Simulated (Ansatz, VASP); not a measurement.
# Cross-check of CdS (Hawleyite) between VASP and Ansatz

Aim: how closely do two programs agree when they are given the same cell, functional and k mesh? The cell is taken from a series of VASP runs on this material, whose earlier steps may have relaxed, scaled or displaced it; both programs get it as it stands. Valence electrons are named where the data sets of a main pair hold unlike numbers.

Main program and level: Ansatz 0.2.0; plane waves, with VASP 6.6.1 beside it; band structure at HSE06, spin-orbit coupling.

### 1. The structure

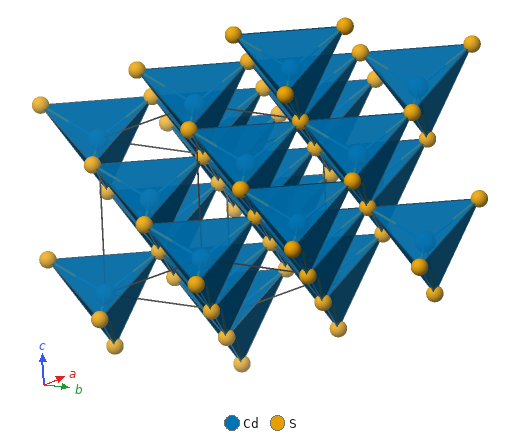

Start, viewed from a free direction; cadmium blue, sulfur orange. 2×1×1 cells are drawn. This picture shows the conventional cell, with its axes. Some periodic images of atoms are drawn too.

### 2. VASP: band structure, HSE06, spin-orbit coupling

The same path points are solved in both programs, so levels can be compared one by one.

Lines of VASP's logs that name or quote its potential files are left out, and so is its time.

The run reads the wave functions of an earlier VASP run, which isn't shown here.

Input file INCAR:

```
SYSTEM = CdS
PREC = Accurate
ENCUT = 350
EDIFF = 1E-06
NELM = 100
ISMEAR = 0
SIGMA = 0.03
LREAL = .FALSE.
ALGO = Normal
LHFCALC = .TRUE.
AEXX = 0.25
GGA = PE
HFSCREEN = 0.2
LASPH = .TRUE.
LNONCOLLINEAR = .TRUE.
MAGMOM = 0 0 0 0 0 0
NBANDS = 30
GGA_COMPAT = .FALSE.
LSORBIT = .TRUE.
PRECFOCK = Fast
LORBIT = 11
LWAVE = .FALSE.
LCHARG = .FALSE.
KPAR = 4
```

Input file POSCAR:

```
CdS
1.0
    0.0000000000      2.9165000000      2.9165000000
    2.9165000000      0.0000000000      2.9165000000
    2.9165000000      2.9165000000      0.0000000000
Cd S
1 1
Direct
    0.0000000000      0.0000000000      0.0000000000
    0.7500000000      0.7500000000      0.7500000000
```

Input file KPOINTS:

```
Automatic mesh
0
Gamma
4 4 4
0 0 0
```

Input file KPOINTS_OPT:

```
Line mode
10
Line-mode
Reciprocal
  0.00000000   0.00000000   0.00000000 GAMMA
  0.50000000   0.00000000   0.50000000 X

  0.50000000   0.00000000   0.50000000 X
  0.50000000   0.25000000   0.75000000 W

  0.50000000   0.25000000   0.75000000 W
  0.37500000   0.37500000   0.75000000 K

  0.37500000   0.37500000   0.75000000 K
  0.00000000   0.00000000   0.00000000 GAMMA

  0.00000000   0.00000000   0.00000000 GAMMA
  0.50000000   0.50000000   0.50000000 L

  0.50000000   0.50000000   0.50000000 L
  0.62500000   0.25000000   0.62500000 U

  0.62500000   0.25000000   0.62500000 U
  0.50000000   0.25000000   0.75000000 W

  0.50000000   0.25000000   0.75000000 W
  0.50000000   0.50000000   0.50000000 L

  0.50000000   0.50000000   0.50000000 L
  0.37500000   0.37500000   0.75000000 K

  0.62500000   0.25000000   0.62500000 U
  0.50000000   0.00000000   0.50000000 X
```

PAW data sets: Cd and S (PBE family, release 64).

The run is started by

```
$ mpirun -np 4 vasp_ncl
```

Numbers of over 12 decimals in the logs are rounded to 6 here.

Log:

```text
[banner, memory and clock lines left out]
running    4 mpi-ranks, on    1 nodes
 distrk:  each k-point on    1 cores,    4 groups
 distr:  one band on    1 cores,    1 groups

 POSCAR found type information on POSCAR CdS
 POSCAR found :  2 types and       2 ions
 LDA part: xc-table for (Slater+PW92), standard interpolation
 found WAVECAR, reading the header
 POSCAR, INCAR and KPOINTS ok, starting setup
 FFT: planning ... GRIDC
 FFT: planning ... GRID_SOFT
 FFT: planning ... GRID
 reading WAVECAR
 the WAVECAR file was read successfully
 initial charge from wavefunction
 entering main loop
       N       E                     dE             d eps       ncg     rms          rms(c)
DAV:   1    -0.764475797914E+01   -0.76448E+01   -0.99831E-01   606   0.117E+01    0.349E+00
DAV:   2    -0.763261153970E+01    0.12146E-01   -0.10344E-01   642   0.443E+00    0.181E+00
DAV:   3    -0.762490688208E+01    0.77047E-02   -0.16220E-02   682   0.149E+00    0.115E+00
DAV:   4    -0.762409879233E+01    0.80809E-03   -0.23831E-03   648   0.466E-01    0.733E-01
DAV:   5    -0.762399078601E+01    0.10801E-03   -0.26607E-04   660   0.137E-01    0.444E-01
DAV:   6    -0.762393226506E+01    0.58521E-04   -0.21406E-05   660   0.433E-02    0.253E-01
DAV:   7    -0.762390952467E+01    0.22740E-04   -0.11628E-05   660   0.245E-02    0.138E-01
DAV:   8    -0.762390326100E+01    0.62637E-05   -0.46105E-06   648   0.148E-02    0.749E-02
DAV:   9    -0.762390187362E+01    0.13874E-05   -0.16454E-06   642   0.945E-03    0.415E-02
DAV:  10    -0.762390174173E+01    0.13189E-06   -0.64984E-07   552   0.606E-03
   1 F= -.76239017E+01 E0= -.76239017E+01  d E =-.110951E-21  mag=    -0.0000    -0.0000    -0.0000
 Start KPOINTS_OPT (optional k-point list driver)
k-point batch [1-10\100]
       N       E                     dE             ncg
DAV:   1     0.227140635619E+03   -0.21272E+04      624
DAV:   2    -0.101176335285E+04   -0.12389E+04      670
DAV:   3    -0.108508772554E+04   -0.73324E+02      724
DAV:   4    -0.108628024625E+04   -0.11925E+01      700
DAV:   5    -0.108629258985E+04   -0.12344E-01      712
DAV:   6    -0.108629280799E+04   -0.21813E-03      702
DAV:   7    -0.108629281386E+04   -0.58735E-05      650
DAV:   8    -0.108629281407E+04   -0.20415E-06      516
[...]
k-point batch [91-100\100]
       N       E                     dE             ncg
DAV:   1     0.117290151457E+03   -0.50390E+04      608
DAV:   2    -0.107967770325E+04   -0.11970E+04      666
DAV:   3    -0.114275953654E+04   -0.63082E+02      776
DAV:   4    -0.114368794995E+04   -0.92841E+00      698
DAV:   5    -0.114369688213E+04   -0.89322E-02      780
DAV:   6    -0.114369701859E+04   -0.13646E-03      738
DAV:   7    -0.114369702128E+04   -0.26887E-05      732
DAV:   8    -0.114369702134E+04   -0.58483E-07      540
```

From OUTCAR (step 2):

```text
ion  position               nearest neighbor table
   1  0.000  0.000  0.000-   2 2.53   2 2.53   2 2.53   2 2.53
   2  0.750  0.750  0.750-   1 2.53   1 2.53   1 2.53   1 2.53

  LATTYP: Found a face centered cubic cell.
 ALAT       =     5.8330000000

 Subroutine GETGRP returns: Found 24 space group operations
 (whereof 24 operations were pure point group operations)

The static configuration has the point symmetry T_d .

 Found     10 irreducible k-points:

   k-points           NKPTS =     10   k-points in BZ     NKDIM =     64   number of bands    NBANDS=     30

   dimension x,y,z NGX =    28 NGY =   28 NGZ =   28
   dimension x,y,z NGXF=    56 NGYF=   56 NGZF=   56

   ENCUT  =  350.0 eV  25.72 Ry    5.07 a.u.   6.29  6.29  6.29*2*pi/ulx,y,z

   NELECT =      18.0000    total number of electrons

 k-points in reciprocal lattice and weights: Automatic mesh
   0.00000000  0.00000000  0.00000000       0.016
   0.25000000  0.00000000  0.00000000       0.062
  -0.25000000  0.00000000  0.00000000       0.062
   0.50000000  0.00000000  0.00000000       0.062
   0.25000000  0.25000000  0.00000000       0.094
   0.50000000  0.25000000  0.00000000       0.188
   0.50000000 -0.25000000  0.00000000       0.188
  -0.25000000  0.25000000  0.00000000       0.188
   0.50000000  0.50000000  0.00000000       0.047
  -0.25000000  0.50000000  0.25000000       0.094

  exchange ACFDT corr.  =         0.00000000  see jH, gK, PRB 81, 115126

 average (electrostatic) potential at core
       1 -32.7903       2 -85.5034

 E-fermi :   0.8806

 k-point     1 :       0.0000    0.0000    0.0000
  band No.  band energies     occupation
    ...
     14       0.6245      1.00000
     15       0.6838      1.00000
     16       0.6838      1.00000
     17       0.6839      1.00000
     18       0.6839      1.00000
     19       2.8597      0.00000
     20       2.8597      0.00000
     21       8.1185      0.00000
     22       8.1185      0.00000
     23       8.5184      0.00000
    ...

 k-point     2 :       0.2500    0.0000    0.0000
  band No.  band energies     occupation
    ...
     14      -1.9641      1.00000
     15       0.2151      1.00000
     16       0.2151      1.00000
     17       0.2466      1.00000
     18       0.2784      1.00000
     19       4.5432      0.00000
     20       4.5432      0.00000
     21       8.1160      0.00000
     22       8.1160      0.00000
     23       8.8163      0.00000
    ...

 k-point     3 :      -0.2500    0.0000    0.0000
  band No.  band energies     occupation
    ...
     14      -1.9641      1.00000
     15       0.2151      1.00000
     16       0.2151      1.00000
     17       0.2466      1.00000
     18       0.2784      1.00000
     19       4.5432      0.00000
     20       4.5432      0.00000
     21       8.1160      0.00000
     22       8.1160      0.00000
     23       8.8163      0.00000
    ...

  energy-cutoff  :      350.00
  volume of cell :       49.62
      direct lattice vectors                 reciprocal lattice vectors
     0.000000000  2.916500000  2.916500000    -0.171438368  0.171438368  0.171438368
     2.916500000  0.000000000  2.916500000     0.171438368 -0.171438368  0.171438368
     2.916500000  2.916500000  0.000000000     0.171438368  0.171438368 -0.171438368

 POSITION                                       TOTAL-FORCE (eV/Angst)
 -----------------------------------------------------------------------------------
      0.00000      0.00000      0.00000         0.000000      0.000000     -0.000000
      4.37475      4.37475      4.37475        -0.000000     -0.000000      0.000000
 -----------------------------------------------------------------------------------
    total drift:                               -0.000004     -0.000002     -0.000003

  FREE ENERGIE OF THE ION-ELECTRON SYSTEM (eV)
  ---------------------------------------------------
  free  energy   TOTEN  =        -7.6239017417 eV

  energy  without entropy=       -7.6239017417  energy(sigma->0) =       -7.62390174

 Spin-Orbit-Coupling matrix elements
 Ion:    1  E_soc:     -0.0541458
 Ion:    2  E_soc:     -0.0019964

 total charge
# of ion       s       p       d       tot
------------------------------------------
    1        0.399   0.326   9.592  10.316
    2        1.310   2.437   0.000   3.747
--------------------------------------------------
tot          1.709   2.763   9.592  14.064

 magnetization (x)
# of ion       s       p       d       tot
------------------------------------------
    1       -0.000  -0.000  -0.000  -0.000
    2       -0.000  -0.000   0.000  -0.000
--------------------------------------------------
tot         -0.000  -0.000  -0.000  -0.000

 magnetization (y)
# of ion       s       p       d       tot
------------------------------------------
    1        0.000   0.000  -0.000   0.000
    2       -0.000   0.000   0.000  -0.000
--------------------------------------------------
tot         -0.000   0.000  -0.000  -0.000

 magnetization (z)
# of ion       s       p       d       tot
------------------------------------------
    1        0.000   0.000  -0.000   0.000
    2       -0.000   0.000   0.000   0.000
--------------------------------------------------
tot          0.000   0.000  -0.000   0.000

[... 3 further parts left out ...]
```

The k-mesh is coarse for exact exchange; levels may shift by about 0.1 eV on a finer one. The PAW data sets were made with PBE, which is usual practice but a small mismatch for other functionals.

(Continued in part 2 of 2.)

[Lines on the potential files, build, host, timing and source positions are cut from VASP's logs without a mark.]

[Logs are printed without paths, hosts, clocks, repeated set-up lines and the standing remarks that a program may print on its own settings, such as how far it seeks lower states.]

[Hosts, paths, dates, database ids (printed as entryN), source tags and the programs' standing remarks are cut or masked in the printed files.]
